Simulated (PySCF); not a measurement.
# One shape, several levels: CH5ClOSi (SMILES C[SiH](O)Cl)

We compute a comparison of 6 runs (HF/STO-3G, HF/3-21G, HF/def2-SVP, B3LYP/6-31G*, PBE0/6-311+G**) of CH5ClOSi. The job is set up through a Python script.

Program for the calculation: PySCF 2.14.0.

### Step 1. The structure to begin with

CH5ClOSi has 9 atoms, charge 0, and is taken as a singlet. SMILES: `C[SiH](O)Cl`. The coordinates come from a PBE0-D4/def2-TZVP relaxation. This is one conformer, not always the lowest.

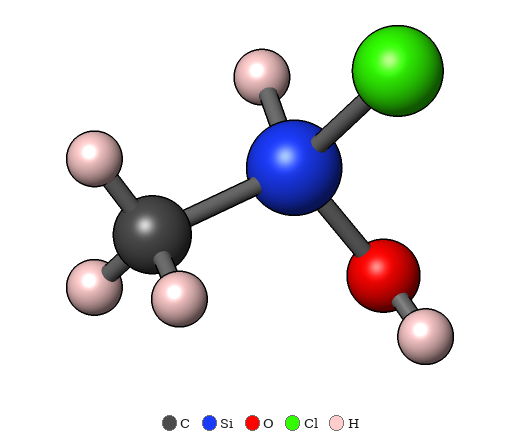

The structure, seen from a chosen angle (carbon dark grey, silicon blue, oxygen red, chlorine green, hydrogen pink).

### Step 2. Energy and forces at HF/STO-3G (run 1)

The input, calc.py:

```python
from pyscf import gto, scf

system = gto.M(
    atom='''
C   -0.641500   0.901700  -0.409300
Si   0.027400  -0.687800   0.266100
O    1.352500  -0.484900   1.204600
Cl   0.486800  -1.901400  -1.341000
H   -1.541000   0.716400  -1.000900
H   -0.897100   1.581200   0.407800
H    0.090600   1.394200  -1.054100
H   -0.945300  -1.408100   1.111900
H    2.156100  -0.157700   0.797700
''',
    max_memory=1860,
    charge=0,
    verbose=4,
    basis='sto-3g',
)

calc0 = scf.RHF(system)
calc0.conv_tol = 1e-10
calc0.kernel()
if not calc0.converged:
    calc0 = calc0.newton().run(calc0.mo_coeff, calc0.mo_occ)

e_tot = calc0.e_tot
print('Final energy', e_tot)
grad = calc0.nuc_grad_method().kernel()
calc0.analyze()
```

Command:

```console
$ OMP_NUM_THREADS=1 python calc.py
```

The log of the run:

```text
PySCF version 2.14.0

[... 61 lines left out ...]
converged SCF energy = -854.433507052799
[... 15 lines left out ...]
One-electron Energy =                -1631.575128445991140
[... 5 lines left out ...]
MO #1   energy= -103.616631794503  occ= 2
[... 3 lines left out ...]
MO #5   energy= -10.3119386610351  occ= 2
[... 3 lines left out ...]
MO #9   energy= -6.06505547340128  occ= 2
[... 3 lines left out ...]
MO #13  energy= -1.27159434215706  occ= 2
[... 3 lines left out ...]
MO #17  energy= -0.563707961554828 occ= 2
[... 3 lines left out ...]
MO #21  energy= -0.465666140981304 occ= 2
[... 3 lines left out ...]
MO #25  energy= -0.359660998197667 occ= 2
[... 3 lines left out ...]
MO #29  energy= 0.546932799639782  occ= 0
[... 3 lines left out ...]
MO #33  energy= 0.744694372481306  occ= 0
[... 6 lines left out ...]
pop of  0 C 2pz           1.05574
pop of  1 Si 1s           2.00000
pop of  1 Si 2s           1.99989
pop of  1 Si 3s           1.07364
pop of  1 Si 2px          1.99917
pop of  1 Si 2py          1.99901
pop of  1 Si 2pz          1.99899
pop of  1 Si 3px          0.69746
pop of  1 Si 3py          0.72475
pop of  1 Si 3pz          0.63888
pop of  2 O 1s            1.99990
pop of  2 O 2s            1.67045
pop of  2 O 2px           1.22452
pop of  2 O 2py           1.85070
pop of  2 O 2pz           1.62442
pop of  3 Cl 1s           2.00000
pop of  3 Cl 2s           1.99989
pop of  3 Cl 3s           1.92839
pop of  3 Cl 2px          1.99997
pop of  3 Cl 2py          1.99988
pop of  3 Cl 2pz          1.99980
pop of  3 Cl 3px          1.94858
pop of  3 Cl 3py          1.80810
pop of  3 Cl 3pz          1.67665
pop of  4 H 1s            0.95459
pop of  5 H 1s            0.95779
pop of  6 H 1s            0.95896
pop of  7 H 1s            1.12921
pop of  8 H 1s            0.85950
 ** Mulliken atomic charges  **
charge of    0C =     -0.27691
charge of    1Si =      0.86822
charge of    2O =     -0.36998
charge of    3Cl =     -0.36127
charge of    4H =      0.04541
charge of    5H =      0.04221
charge of    6H =      0.04104
charge of    7H =     -0.12921
charge of    8H =      0.14050
Dipole moment(X, Y, Z, Debye): -0.42641,  2.44155,  1.04386
```

Wall time 1.5 s (1 thread of Intel Xeon Platinum 8488C (Sapphire Rapids), shared host); peak memory 0.12 GiB.

### Step 3. Energy and gradient at HF/3-21G (run 2)

The input, calc.py:

```python
from pyscf import gto

system = gto.M(
    atom=[
    ('C', (-0.641500, 0.901700, -0.409300)),
    ('Si', (0.027400, -0.687800, 0.266100)),
    ('O', (1.352500, -0.484900, 1.204600)),
    ('Cl', (0.486800, -1.901400, -1.341000)),
    ('H', (-1.541000, 0.716400, -1.000900)),
    ('H', (-0.897100, 1.581200, 0.407800)),
    ('H', (0.090600, 1.394200, -1.054100)),
    ('H', (-0.945300, -1.408100, 1.111900)),
    ('H', (2.156100, -0.157700, 0.797700)),
],
    max_memory=1860,
    verbose=4,
    basis='3-21g',
    spin=0,
)

myscf = system.RHF()
myscf.conv_tol = 1e-10
myscf.kernel()
if not myscf.converged:
    myscf = myscf.newton().run(myscf.mo_coeff, myscf.mo_occ)

energy = myscf.e_tot
print('E = %.10f Eh' % energy)
grad = myscf.nuc_grad_method().kernel()
dip = myscf.dip_moment()
pop, q = myscf.mulliken_pop()
```

Command:

```console
$ OMP_NUM_THREADS=1 python calc.py
```

The log of the run:

```text
PySCF version 2.14.0

[... 63 lines left out ...]
converged SCF energy = -859.802841084095
[... 12 lines left out ...]
Dipole moment(X, Y, Z, Debye): -0.14273,  2.96680,  0.33883
[... 25 lines left out ...]
pop of  2 O 3s            1.48197
pop of  2 O 2px           0.60957
pop of  2 O 2py           0.78081
pop of  2 O 2pz           0.72655
pop of  2 O 3px           0.80459
pop of  2 O 3py           1.04015
pop of  2 O 3pz           1.00281
pop of  3 Cl 1s           1.99858
pop of  3 Cl 2s           1.95866
pop of  3 Cl 3s           1.10064
pop of  3 Cl 4s           0.95641
pop of  3 Cl 2px          1.97017
pop of  3 Cl 2py          1.96868
pop of  3 Cl 2pz          1.96725
pop of  3 Cl 3px          1.05225
pop of  3 Cl 3py          1.01612
pop of  3 Cl 3pz          0.97553
pop of  3 Cl 4px          0.90233
pop of  3 Cl 4py          0.84595
pop of  3 Cl 4pz          0.80704
pop of  4 H 1s            0.45215
pop of  4 H 2s            0.29915
pop of  5 H 1s            0.45241
pop of  5 H 2s            0.30242
pop of  6 H 1s            0.45332
pop of  6 H 2s            0.30736
pop of  7 H 1s            0.43474
pop of  7 H 2s            0.77076
pop of  8 H 1s            0.41415
pop of  8 H 2s            0.16605
 ** Mulliken atomic charges  **
charge of    0C =     -1.12709
charge of    1Si =      1.53795
charge of    2O =     -0.83874
charge of    3Cl =     -0.51962
charge of    4H =      0.24870
charge of    5H =      0.24517
charge of    6H =      0.23932
charge of    7H =     -0.20549
charge of    8H =      0.41980
```

It took 1.6 s on 1 thread of Intel Xeon Platinum 8488C (Sapphire Rapids), shared host; peak memory 0.13 GiB.

Runs 3 to 5 aren't shown in full; the table further down has their settings and results.

### Step 4. Energy and gradient at PBE0/6-311+G(d,p) (run 6)

The input, input.py:

```python
# C[SiH](O)Cl
from pyscf import gto, dft

molecule = gto.M(
    atom='''
C     -0.641500     0.901700    -0.409300
Si     0.027400    -0.687800     0.266100
O      1.352500    -0.484900     1.204600
Cl     0.486800    -1.901400    -1.341000
H     -1.541000     0.716400    -1.000900
H     -0.897100     1.581200     0.407800
H      0.090600     1.394200    -1.054100
H     -0.945300    -1.408100     1.111900
H      2.156100    -0.157700     0.797700
''',
    max_memory=1860,
    basis='6-311+g**',
    verbose=3,
)

calc0 = dft.RKS(molecule, xc='pbe0')
calc0.grids.level = 5
calc0.conv_tol = 1e-10
calc0.kernel()
if not calc0.converged:
    calc0 = calc0.newton().run(calc0.mo_coeff, calc0.mo_occ)

etot = calc0.e_tot
print('Final energy', etot)
grad = calc0.nuc_grad_method().kernel()
dip = calc0.dip_moment()
pop, q = calc0.mulliken_pop()
```

Command:

```console
$ OMP_NUM_THREADS=1 python input.py
```

The log of the run:

```text
converged SCF energy = -865.788421915676
Final energy -865.7884219156756
[... 8 lines left out ...]
Dipole moment(X, Y, Z, Debye): -0.01198,  2.16217, -0.16686
[... 105 lines left out ...]
pop of  4 H 1s            0.26338
pop of  4 H 2s            0.46635
pop of  4 H 3s            0.04761
pop of  4 H 2px           0.01069
pop of  4 H 2py           0.00652
pop of  4 H 2pz           0.00760
pop of  5 H 1s            0.26344
pop of  5 H 2s            0.46721
pop of  5 H 3s            0.04633
pop of  5 H 2px           0.00559
pop of  5 H 2py           0.00935
pop of  5 H 2pz           0.00994
pop of  6 H 1s            0.26346
pop of  6 H 2s            0.46998
pop of  6 H 3s            0.04196
pop of  6 H 2px           0.00904
pop of  6 H 2py           0.00773
pop of  6 H 2pz           0.00819
pop of  7 H 1s            0.24720
pop of  7 H 2s            0.58622
pop of  7 H 3s            0.24224
pop of  7 H 2px           0.00417
pop of  7 H 2py           0.00281
pop of  7 H 2pz           0.00325
pop of  8 H 1s            0.26446
pop of  8 H 2s            0.33780
pop of  8 H 3s            0.04896
pop of  8 H 2px           0.02551
pop of  8 H 2py           0.02125
pop of  8 H 2pz           0.02242
 ** Mulliken atomic charges  **
charge of    0C =     -0.82216
charge of    1Si =      0.70081
charge of    2O =     -0.46747
charge of    3Cl =     -0.20051
charge of    4H =      0.19784
charge of    5H =      0.19813
charge of    6H =      0.19964
charge of    7H =     -0.08589
charge of    8H =      0.27961
```

Run time: 41 s. Hardware: 1 thread of Intel Xeon Platinum 8488C (Sapphire Rapids), shared host; peak memory 1.5 GiB.

### Step 5. The series

```tsv
run	level	integration grid	Cartesian functions	energy (Eh)	dipole moment (D)	HOMO energy (eV)	LUMO energy (eV)	wall time
1	HF/STO-3G	–	no	-854.433507	2.69	-9.79	9.84	1.5 s
2	HF/3-21G	–	no	-859.802841	2.99	-12.01	4.99	1.6 s
3	HF/def2-SVP	–	no	-863.862368	2.13	-11.85	4.36	5.4 s
4	B3LYP/6-31G* (spherical functions)	5	no	-866.124331	2.29	-8.24	0.91	21 s
5	B3LYP/6-31G* (Cartesian functions)	5	yes	-866.131409	2.29	-8.24	0.86	21 s
6	PBE0/6-311+G**	5	no	-865.788422	2.17	-8.71	-0.19	41 s
```

### Step 6. Results

| quantity | value |
| --- | --- |
| run 6: total energy | -865.78842 Eh |
| run 6: dipole moment | 2.17 D |
| run 6: HOMO energy | -8.71 eV |
| run 6: LUMO energy | -0.19 eV |
| run 6: HOMO–LUMO gap | 8.51 eV |
| run 6: largest force on an atom | 0.469 eV/Å |

**Reading.** The dipole moment (its size) runs from 2.13 D (HF/def2-SVP) to 2.99 D (HF/3-21G). The HOMO–LUMO gap runs from 8.51 eV (PBE0/6-311+G**) to 19.63 eV (HF/STO-3G). The two ends differ in method and basis. Totals of different functionals can't be ranked against each other. In run 1 the basis is minimal, so the values are rough. All runs together took 92 s, the longest 41 s.
